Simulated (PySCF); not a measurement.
# C₃H₈BFSi: electronic excitations and core binding energies

Aim: predict the electronic excitations and core binding energies of C₃H₈BFSi (`FB[SiH2]C1CC1`).

Computed with PySCF 2.14.0, with density-fitted response routines of our own, on a single molecule in the gas phase. Atoms are numbered from 0 throughout.

## (1) The molecule as given

14 atoms, charge 0, multiplicity 1; geometry from: GFN2-xTB.

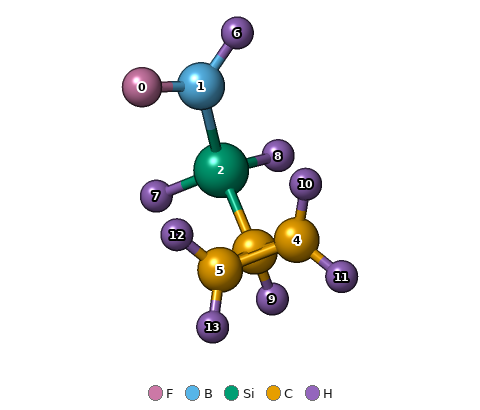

The starting geometry (fluorine pink, boron blue, silicon teal, carbon amber, hydrogen purple), atoms numbered; sticks join atoms by distance.

## (2) Ultraviolet spectrum: PBE0/def2-SVPD

What the job is given:

```
{"job": {"kind": "uv", "xc": "PBE0", "basis": "def2-SVPD", "nstates": 8, "ntriplets": 3}, "charge": 0, "multiplicity": 1}
F      1.673698    -0.570545     2.112426
B      1.967465    -0.484155     0.831477
Si     1.149038     0.946812    -0.264799
C     -0.671081     0.540245    -0.598516
C     -1.130114    -0.891004    -0.672856
C     -1.530790    -0.045171     0.488863
H      2.711083    -1.323220     0.461459
H      1.163962     2.274776     0.375122
H      1.780560     1.134454    -1.582974
H     -1.184908     1.217904    -1.270143
H     -0.403280    -1.674424    -0.508850
H     -1.882024    -1.152545    -1.402964
H     -1.084637    -0.251096     1.450924
H     -2.559650     0.277496     0.558664
```

Method: TDDFT PBE0/def2-SVPD, vertical, gas phase, core orbitals frozen in the response.

Started as:

```console
OMP_NUM_THREADS=1 python probes_run.py task.json out
```

The driver reads the jobs from task.json and runs them one after another.

The log of the run:

```text
coarse grid: 12016 points
cycle   1  E = -532.5407104320  dE =  5.260e-01  |g| = 4.634e-01  |ddm| = 4.990e+00
cycle   2  E = -532.4930754784  dE =  4.763e-02  |g| = 6.999e-01  |ddm| = 1.322e+00
cycle   3  E = -532.5874657402  dE = -9.439e-02  |g| = 5.196e-02  |ddm| = 7.116e-01
cycle   4  E = -532.5878150860  dE = -3.493e-04  |g| = 3.095e-02  |ddm| = 1.109e-01
cycle   5  E = -532.5880357245  dE = -2.206e-04  |g| = 4.316e-03  |ddm| = 4.183e-02
cycle   6  E = -532.5880402804  dE = -4.556e-06  |g| = 1.487e-03  |ddm| = 1.400e-02
final grid: 111344 points
cycle   7  E = -532.6578024402  dE = -4.123e-05  |g| = 7.128e-03  |ddm| = 1.454e-01
cycle   8  E = -532.6577933439  dE =  9.096e-06  |g| = 9.254e-03  |ddm| = 2.423e-02
cycle   9  E = -532.6578162117  dE = -2.287e-05  |g| = 5.245e-04  |ddm| = 1.248e-02
cycle  10  E = -532.6578162836  dE = -7.192e-08  |g| = 1.925e-04  |ddm| = 1.490e-03
cycle  11  E = -532.6578162928  dE = -9.193e-09  |g| = 5.381e-05  |ddm| = 4.857e-04
cycle  12  E = -532.6578162935  dE = -7.490e-10  |g| = 9.507e-06  |ddm| = 1.289e-04
converged SCF energy = -532.6578162935

Static polarisability (au): isotropic 74.333, principal 68.374 73.052 81.574

Singlet excitations
state   eV       nm        f      main configurations
  1   4.5631    271.7   0.01080   H->L 0.74, H-1->L 0.19
  2   5.2227    237.4   0.01927   H-1->L 0.67, H->L 0.24, H-2->L 0.08
  3   5.3156    233.2   0.00345   H-2->L 0.86, H-1->L 0.13
  4   6.4897    191.0   0.02936   H-3->L 0.97
  5   6.6308    187.0   0.00438   H-4->L 0.98
  6   7.3985    167.6   0.00696   H-5->L 0.96
  7   7.4999    165.3   0.02542   H->L+1 0.88
  8   7.7900    159.2   0.00940   H-1->L+1 0.89

Triplet excitations (Tamm-Dancoff, eV): 3.7021 4.9651 5.1722
```

Run time: 62 s. Hardware: 1 thread of Intel Xeon at 2.70GHz, shared host; peak memory 0.69 GiB.

Frontier orbitals and where they lie:

```tsv
orbital	eV	atoms
HOMO−3	-9.56	C3 23 %, C4 17 %, C5 14 %
HOMO−2	-8.44	C3 28 %, C5 17 %, C4 13 %
HOMO−1	-8.30	C4 24 %, C5 17 %, Si2 15 %
HOMO	-8.15	Si2 21 %, B1 21 %, C3 18 %
LUMO	-1.94	B1 46 %, Si2 17 %, F0 15 %
LUMO+1	0.58	B1 40 %, Si2 14 %, F0 11 %
LUMO+2	1.06	Si2 23 %, H9 16 %, C3 11 %
```

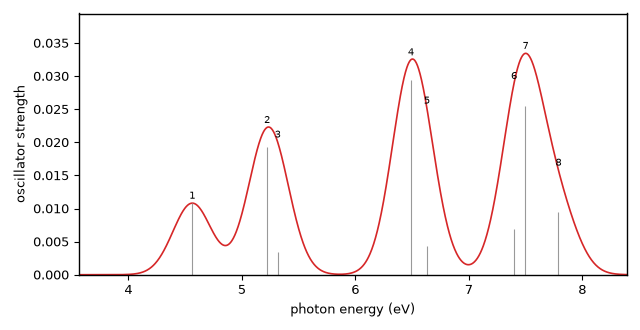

Absorption spectrum from the 8 singlet states computed; above the last one it falls off for lack of states. Lines are broadened to a width of 0.40 eV (Gaussian).

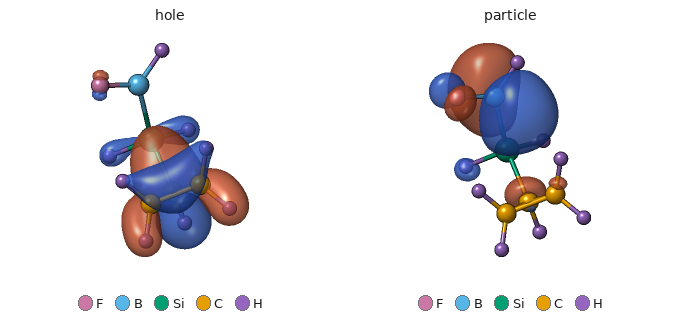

Leading natural transition orbitals of singlet state 4: the electron leaves the hole (left) for the particle orbital (right).

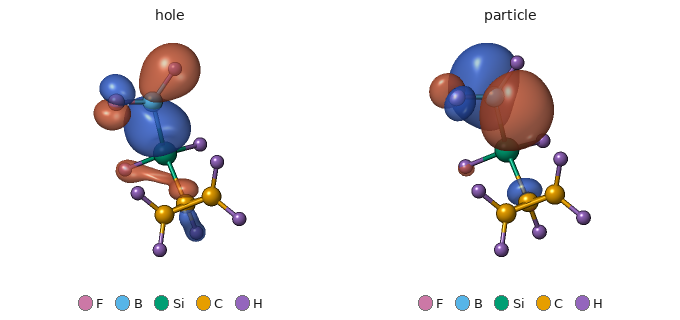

Leading natural transition orbitals of singlet state 1: the electron leaves the hole (left) for the particle orbital (right).

Further results of this job:

```tsv
property	computed
dipole moment (D)	0.85
polarisability (Å³)	11.02
HOMO–LUMO gap (eV)	6.22
−ε(HOMO) (eV)	8.15
```

The fields below are evaluated on a grid from the run's orbitals.

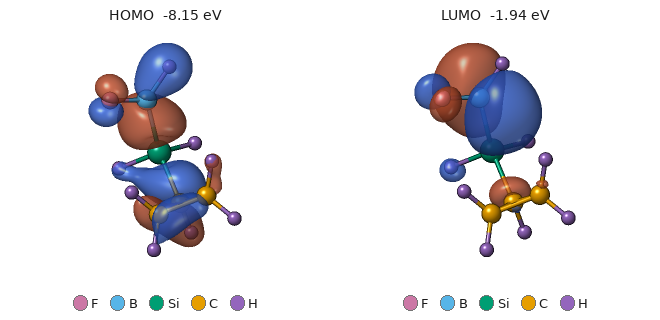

PBE0/def2-SVPD orbitals near the gap, drawn at the value that encloses 70 % of each; the two colours are the two signs.

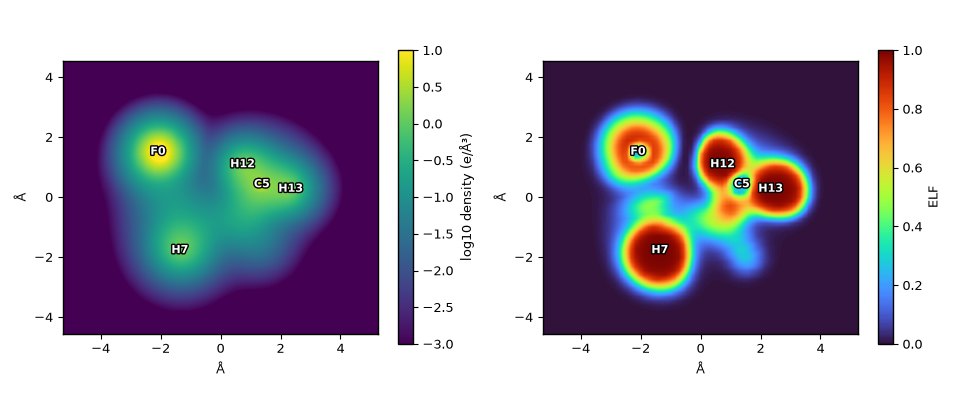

Density (left) and ELF (right) in a plane through or near 5 of the atoms.

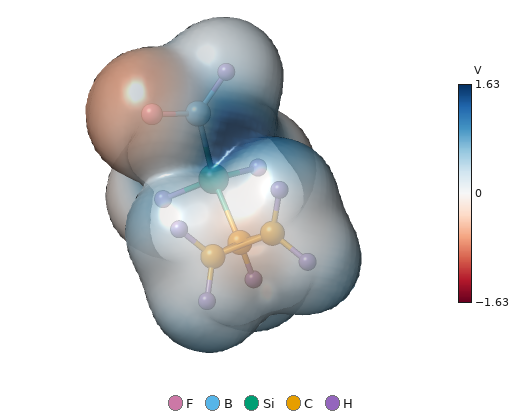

Electrostatic potential on the surface of density 0.002 e/bohr³; red is low, blue high. It runs from -0.59 V near F0 to 1.63 V near B1.

## (3) Core holes by ΔSCF: SCAN, X2C

Same as in step 2 but for these lines:

```diff
@@ -1,2 +1,2 @@
-{"job": {"kind": "uv", "xc": "PBE0", "basis": "def2-SVPD", "nstates": 8, "ntriplets": 3}, "charge": 0, "multiplicity": 1}
+{"job": {"kind": "xps"}, "charge": 0, "multiplicity": 1}
 F      1.673698    -0.570545     2.112426
```

With the program's defaults for keys left out, this is: delta-SCF UKS SCAN, pcX-2 on the ionised atom, pcseg-1 elsewhere, spin-free X2C.

The log of the run:

```text
ground state, core basis on atom 0 (F), 159 functions
  cycle   1  E = -533.81450849  |g| = 6.49e-01
  cycle   2  E = -533.62827154  |g| = 1.22e+00
  cycle   3  E = -533.89318355  |g| = 1.34e-01
  cycle   4  E = -533.89635198  |g| = 5.75e-02
  cycle   5  E = -533.89705365  |g| = 1.14e-02
  cycle   6  E = -533.89708369  |g| = 5.64e-03
  cycle   7  E = -533.89709016  |g| = 2.01e-03
  cycle   8  E = -533.89709010  |g| = 2.92e-04
  E(ground) = -533.93321464 Eh
hole in F 1s of atom 0
  cycle   1  E = -507.51952027  |g| = 2.58e+00
  cycle   2  E = -506.54386684  |g| = 2.31e+00
  cycle   3  E = -507.98257887  |g| = 7.95e-01
  cycle   4  E = -508.33453464  |g| = 3.65e-01
  cycle   5  E = -508.39563473  |g| = 1.61e-01
  cycle   6  E = -508.40967277  |g| = 5.36e-02
  cycle   7  E = -508.41112627  |g| = 1.17e-02
  cycle   8  E = -508.41119035  |g| = 4.33e-03
  cycle   9  E = -508.41120600  |g| = 1.06e-03
  cycle  10  E = -508.41120704  |g| = 2.61e-04
  E(ion) = -508.45391957 Eh   <S^2> = 0.7565   hole on atom = 1.000   binding energy = 693.327 eV
ground state, core basis on atom 1 (B), 159 functions
  cycle   1  E = -533.84699548  |g| = 1.22e-01
  cycle   2  E = -533.84190825  |g| = 2.10e-01
  cycle   3  E = -533.84896358  |g| = 1.08e-02
  cycle   4  E = -533.84898066  |g| = 3.39e-03
  cycle   5  E = -533.84898550  |g| = 7.18e-04
  cycle   6  E = -533.84898469  |g| = 2.18e-04
  E(ground) = -533.88379669 Eh
hole in B 1s of atom 1
  cycle   1  E = -526.18027813  |g| = 1.15e+00
  cycle   2  E = -523.90943453  |g| = 2.12e+00
  cycle   3  E = -526.38132253  |g| = 5.55e-01
  cycle   4  E = -526.25851370  |g| = 6.71e-01
  cycle   5  E = -526.55684141  |g| = 1.85e-01
  cycle   6  E = -526.54190795  |g| = 2.56e-01
  cycle   7  E = -526.55864573  |g| = 1.97e-01
  cycle   8  E = -526.57495630  |g| = 1.42e-01
  cycle   9  E = -526.58920696  |g| = 5.19e-02
  cycle  10  E = -526.59082189  |g| = 2.62e-02
  cycle  11  E = -526.59131994  |g| = 9.73e-03
  cycle  12  E = -526.59137077  |g| = 5.92e-03
  cycle  13  E = -526.59139739  |g| = 1.67e-03
  cycle  14  E = -526.59140102  |g| = 5.16e-04
  cycle  15  E = -526.59140120  |g| = 2.58e-04
  E(ion) = -526.62667260 Eh   <S^2> = 1.1058   hole on atom = 1.000   binding energy = 197.476 eV
ground state, core basis on atom 2 (Si), 170 functions
  cycle   1  E = -533.94608951  |g| = 2.86e-01
  cycle   2  E = -533.94610978  |g| = 3.57e-02
  cycle   3  E = -533.94596597  |g| = 4.01e-02
  cycle   4  E = -533.94620710  |g| = 1.30e-02
  cycle   5  E = -533.94623489  |g| = 1.29e-03
  cycle   6  E = -533.94623397  |g| = 3.59e-04
  E(ground) = -533.93810699 Eh
hole in Si 1s of atom 2
  cycle   1  E = -465.04258322  |g| = 4.35e+00
  cycle   2  E = -465.18882200  |g| = 2.11e+00
  cycle   3  E = -465.77227958  |g| = 7.69e-01
  cycle   4  E = -466.04051184  |g| = 4.02e-01
  cycle   5  E = -466.09579674  |g| = 1.59e-01
  cycle   6  E = -466.10470754  |g| = 4.05e-02
  cycle   7  E = -466.10522519  |g| = 1.94e-02
  cycle   8  E = -466.10542297  |g| = 3.53e-03
  cycle   9  E = -466.10542870  |g| = 1.56e-03
  cycle  10  E = -466.10542994  |g| = 3.92e-04
  E(ion) = -466.10452758 Eh   <S^2> = 0.7522   hole on atom = 1.000   binding energy = 1845.846 eV
hole in Si 2p of atom 2
  cycle   1  E = -529.69924736  |g| = 1.24e+00
  cycle   2  E = -529.57310737  |g| = 1.10e+00
  cycle   3  E = -529.97302045  |g| = 3.23e-01
  cycle   4  E = -530.01843358  |g| = 1.49e-01
  cycle   5  E = -530.02494080  |g| = 5.47e-02
  cycle   6  E = -530.02612072  |g| = 1.84e-02
  cycle   7  E = -530.02627633  |g| = 3.53e-03
  cycle   8  E = -530.02628204  |g| = 1.31e-03
  cycle   9  E = -530.02628335  |g| = 4.48e-04
  E(ion) = -530.02930557 Eh   <S^2> = 0.7521   hole on atom = 1.002   binding energy = 106.364 eV
  2p3/2 = 106.167 eV   2p1/2 = 106.790 eV
ground state, core basis on atom 3 (C), 159 functions
  cycle   1  E = -533.85475277  |g| = 6.12e-02
  cycle   2  E = -533.85475306  |g| = 2.55e-02
  cycle   3  E = -533.85481668  |g| = 2.14e-02
  cycle   4  E = -533.85492820  |g| = 5.25e-03
  cycle   5  E = -533.85493735  |g| = 6.42e-04
  cycle   6  E = -533.85493719  |g| = 2.08e-04
  E(ground) = -533.88849570 Eh
hole in C 1s of atom 3
  cycle   1  E = -522.60775042  |g| = 1.52e+00
  cycle   2  E = -521.67372016  |g| = 2.00e+00
  cycle   3  E = -523.13287126  |g| = 3.71e-01
  cycle   4  E = -523.18611679  |g| = 1.26e-01
  cycle   5  E = -523.19174301  |g| = 5.69e-02
  cycle   6  E = -523.19297974  |g| = 1.90e-02
  cycle   7  E = -523.19308022  |g| = 9.83e-03
  cycle   8  E = -523.19312390  |g| = 2.08e-03
  cycle   9  E = -523.19312644  |g| = 1.03e-03
  cycle  10  E = -523.19312946  |g| = 2.84e-04
  E(ion) = -523.22458762 Eh   <S^2> = 0.7712   hole on atom = 1.000   binding energy = 290.180 eV
ground state, core basis on atom 4 (C), 159 functions
  cycle   1  E = -533.85436454  |g| = 5.72e-02
  cycle   2  E = -533.85430486  |g| = 2.14e-02
  cycle   3  E = -533.85425911  |g| = 2.49e-02
  cycle   4  E = -533.85441896  |g| = 1.38e-03
  cycle   5  E = -533.85442047  |g| = 4.44e-04
  E(ground) = -533.88792592 Eh
hole in C 1s of atom 4
  cycle   1  E = -522.60353314  |g| = 1.51e+00
  cycle   2  E = -521.85081452  |g| = 1.88e+00
  cycle   3  E = -523.12420515  |g| = 3.43e-01
  cycle   4  E = -523.17009362  |g| = 9.56e-02
  cycle   5  E = -523.17348454  |g| = 4.74e-02
  cycle   6  E = -523.17440186  |g| = 1.78e-02
  cycle   7  E = -523.17450136  |g| = 8.43e-03
  cycle   8  E = -523.17453488  |g| = 2.70e-03
  cycle   9  E = -523.17453902  |g| = 1.20e-03
  cycle  10  E = -523.17454144  |g| = 5.14e-04
  cycle  11  E = -523.17454104  |g| = 2.08e-04
  E(ion) = -523.20676403 Eh   <S^2> = 0.7707   hole on atom = 1.000   binding energy = 290.649 eV
```

It took 2.7 min on 1 thread of Intel Xeon at 2.70GHz, shared host; peak memory 0.6 GiB.

Binding energies by hole, beside the orbital energy of the ground state; the difference holds orbital relaxation and, for a density functional, its self-interaction error:

```tsv
hole	stands for	environment	ΔSCF (eV; 2p as the shell's mean)	−ε (eV)	⟨S²⟩
F1s on F0	F0	fluorine bonded to B	693.33	667.4	0.756
B1s on B1	B1	boron bonded to F, Si, H	197.48 (doubtful)	181.8	1.106
Si1s on Si2	Si2	silicon bonded to C, B, 2 H	1845.85	1792.8	0.752
Si2p on Si2	Si2	silicon bonded to C, B, 2 H	106.37	95.7	0.752
C1s on C3	C3	three-membered-ring carbon	290.18	273.7	0.771
C1s on C4	C4, C5	three-membered-ring carbon	290.65	273.8	0.771
```

Each hole run stands for the others of its class of like atoms.

Doubtful: the ion did not converge, its hole moved, or its ⟨S²⟩ is well above 0.75.

With the spin-orbit splitting: Si2 2p3/2 106.17, 2p1/2 106.79 eV. The table gives each 2p level as the mean over the whole 2p shell (two parts 2p3/2, one part 2p1/2), which differs a little from the single hole in the log.

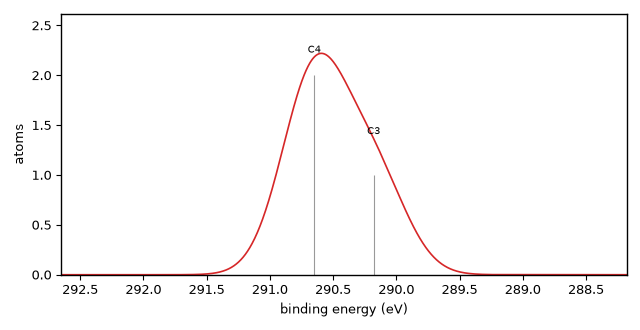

The C1s photoelectron lines, weighted by the number of atoms. Lines are broadened to a width of 0.60 eV (Gaussian).

## (4) Summary of results

| quantity | value |
| --- | --- |
| lowest singlet (PBE0/def2-SVPD) | 4.56 eV (272 nm), f = 0.011 |
| brightest single state of those computed | state 4, 6.49 eV, f = 0.029 |
| lowest triplet | 3.70 eV |
| surface potential, least and greatest | -0.59 V and 1.63 V |
| C1s binding energies, SCAN/pcX-2 | C4 290.65, C3 290.18 eV |
| F1s binding energies, SCAN/pcX-2 | F0 693.33 eV |
| Si1s binding energies, SCAN/pcX-2 | Si2 1845.85 eV |
| Si2p binding energies, SCAN/pcX-2 | Si2 106.37 eV |

The lowest singlet, at 4.56 eV, is HOMO→LUMO 0.74, HOMO−1→LUMO 0.19 and is weak; of the 8 states computed, the strongest absorption comes from state 4 at 6.49 eV. The lowest triplet lies 0.86 eV below the lowest singlet (triplets in Tamm-Dancoff, singlets in full TDDFT). At PBE0/def2-SVPD, counted by nearest atom on the grid, the HOMO lies on B1 19 %; Si2 18 %, the LUMO on B1 50 %; H6 13 %. The C1s levels kept as sound span 0.47 eV, from C3 (three-membered-ring carbon) up to C4 (three-membered-ring carbon).
